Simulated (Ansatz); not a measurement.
**Si5H10 (SMILES [SiH2]1[SiH2][SiH2][SiH2][SiH2]1) at PBE/6-31G(d) (spherical functions)**

Aim: the vertical singlet–triplet gap of Si5H10 at PBE/6-31G* (spherical functions), from 2 runs. 

The results are computed with Ansatz 0.2.0.

37 further runs of the same task are left out: 6 that didn't finish, 31 set aside as unsound or not needed.

### Step 1. The system as given

Si5H10 has 15 atoms, charge 0, and is taken as a singlet. SMILES: `[SiH2]1[SiH2][SiH2][SiH2][SiH2]1`. The coordinates come from a PBE0-D4/def2-TZVP relaxation. This is one conformer, not always the lowest.

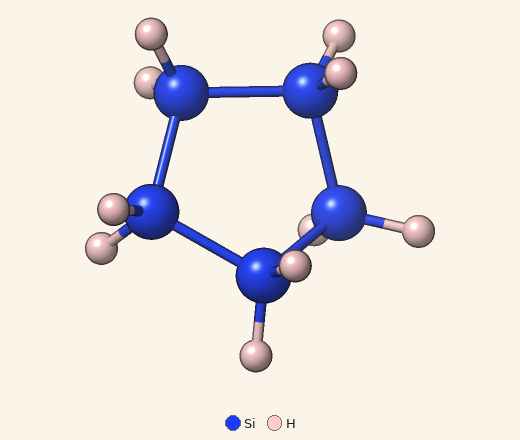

The structure, seen from a chosen angle (silicon blue, hydrogen pink).

### Step 2. A single-point energy at PBE/6-31G(d) (spherical functions)

The input, molecule.yaml:

```yaml
basis:
  gaussian: {orbitals: 6-31G_st_-spherical.json}
crystal:
  periodic: [false, false, false]
  atoms:
    - {symbol: Si, position_ang: [-1.084060, 1.459050, 0.707660]}
    - {symbol: Si, position_ang: [-0.059090, -0.250640, 1.935200]}
    - {symbol: Si, position_ang: [1.685310, -0.847370, 0.493250]}
    - {symbol: Si, position_ang: [0.606660, -0.977730, -1.585910]}
    - {symbol: Si, position_ang: [-1.132210, 0.611030, -1.483210]}
    - {symbol: H, position_ang: [-0.194180, 2.654660, 0.740620]}
    - {symbol: H, position_ang: [-2.428560, 1.852980, 1.210560]}
    - {symbol: H, position_ang: [0.385250, 0.161940, 3.294480]}
    - {symbol: H, position_ang: [-1.000910, -1.399120, 2.063570]}
    - {symbol: H, position_ang: [2.395090, -2.100510, 0.869400]}
    - {symbol: H, position_ang: [2.671440, 0.270290, 0.461680]}
    - {symbol: H, position_ang: [0.014450, -2.335600, -1.746080]}
    - {symbol: H, position_ang: [1.530020, -0.729740, -2.727130]}
    - {symbol: H, position_ang: [-0.952370, 1.690690, -2.492650]}
    - {symbol: H, position_ang: [-2.436840, -0.059940, -1.741430]}
hamiltonian: {xc: {name: PBE}}
accuracy: high
output: {orbitals: {seedname: orbitals}}
```

The basis set 6-31G* is read from a file made from the Basis Set Exchange's data (not shown).

Launch:

```sh
ansatz run molecule.yaml --threads 1 --pin off --max-ram 3480MiB --events-out events.jsonl --progress --plain --runs-dir runs
```

The program printed:

```text
Warning: RAYON_NUM_THREADS=1 ignored (pool sized by the plan → 1); use --threads N
Functional definition: PBE
  name "PBE"
  parameter kappa = 0.804
  parameter beta = 0.06672455060314922
  exchange = pbe_x(kappa = kappa, mu = beta*pi^2/3)
  correlation = pbe_c(beta = beta)
2595 factors; integrals over basis functions are off by at most 5.3e-9 eV
mean field evaluation 1: about -39526.1267 eV, gradient 1.7e1 eV
mean field evaluation 2: about -39527.0528 eV, gradient 1.3e1 eV
mean field evaluation 4: about -39527.7044 eV, gradient 4.8e-1 eV
mean field evaluation 8: about -39527.6808 eV, gradient 2.8e-2 eV
mean field evaluation 16: about -39527.6808 eV, gradient 1.1e-5 eV
mean field -39527.68077181 eV, -1452.6154755398 hartree, gradient 5.9e-8 eV, S^2 0.000000; 0 other end points of the search recorded, 0 dependent functions left out
reference -39527.68077725 eV, -1452.6154757395 hartree; 40, 40 occupied and 70, 70 virtual orbitals, 2595 factors
Total energy: -39527.68077725 eV, -1452.6154757395 hartree
```

Run time: 18 s. Hardware: 1 thread of Arm Neoverse V2, shared host; peak memory 0.37 GiB.

### Step 3. The triplet, same level

The input, in.yaml:

```yaml
crystal:
  periodic: [false, false, false]
  atoms:
    - {symbol: Si, position_ang: [-1.084060, 1.459050, 0.707660]}
    - {symbol: Si, position_ang: [-0.059090, -0.250640, 1.935200]}
    - {symbol: Si, position_ang: [1.685310, -0.847370, 0.493250]}
    - {symbol: Si, position_ang: [0.606660, -0.977730, -1.585910]}
    - {symbol: Si, position_ang: [-1.132210, 0.611030, -1.483210]}
    - {symbol: H, position_ang: [-0.194180, 2.654660, 0.740620]}
    - {symbol: H, position_ang: [-2.428560, 1.852980, 1.210560]}
    - {symbol: H, position_ang: [0.385250, 0.161940, 3.294480]}
    - {symbol: H, position_ang: [-1.000910, -1.399120, 2.063570]}
    - {symbol: H, position_ang: [2.395090, -2.100510, 0.869400]}
    - {symbol: H, position_ang: [2.671440, 0.270290, 0.461680]}
    - {symbol: H, position_ang: [0.014450, -2.335600, -1.746080]}
    - {symbol: H, position_ang: [1.530020, -0.729740, -2.727130]}
    - {symbol: H, position_ang: [-0.952370, 1.690690, -2.492650]}
    - {symbol: H, position_ang: [-2.436840, -0.059940, -1.741430]}
basis:
  gaussian:
    orbitals: 6-31G_st_-spherical.json
magnetization:
  spin_polarized: true
  initial_magnetization: 2
hamiltonian:
  xc: pbe
accuracy: high
output: {orbitals: {seedname: orbitals}}
```

The basis set 6-31G* is read from a file made from the Basis Set Exchange's data (not shown).

Launch:

```sh
ansatz run in.yaml --threads 1 --pin off --max-ram 3480MiB --events-out events.jsonl --progress --plain --runs-dir runs
```

The program printed, shortened:

```text
Warning: RAYON_NUM_THREADS=1 ignored (pool sized by the plan → 1); use --threads N
[... 2 set-up lines as earlier in the session ...]
[...]
2595 factors; integrals over basis functions are off by at most 5.3e-9 eV
[...]
mean field -39522.54763877 eV, -1452.4268363799 hartree, gradient 9.5e-8 eV, S^2 2.002102; 10 other end points of the search recorded, 0 dependent functions left out
reference -39522.54764472 eV, -1452.4268365987 hartree; 41, 39 occupied and 69, 71 virtual orbitals, 2595 factors
Total energy: -39522.54764472 eV, -1452.4268365987 hartree
```

It took 1.7 min on 1 thread of Arm Neoverse V2, shared host; peak memory 0.5 GiB.

### Step 4. Outcome

At PBE/6-31G* (spherical functions):

```
                                        quantity           value
                           singlet: total energy  -1452.61548 Eh
                            singlet: HOMO energy        -6.58 eV
                            singlet: LUMO energy        -1.38 eV
                          singlet: HOMO–LUMO gap         5.20 eV
                           triplet: total energy  -1452.42684 Eh
     triplet: HOMO energy (highest over α and β)        -1.67 eV
                                   triplet: ⟨S²⟩           2.002
vertical energy of the triplet above the singlet        5.133 eV
```

At this shape the triplet lies 5.13 eV (495 kJ/mol) above the singlet.
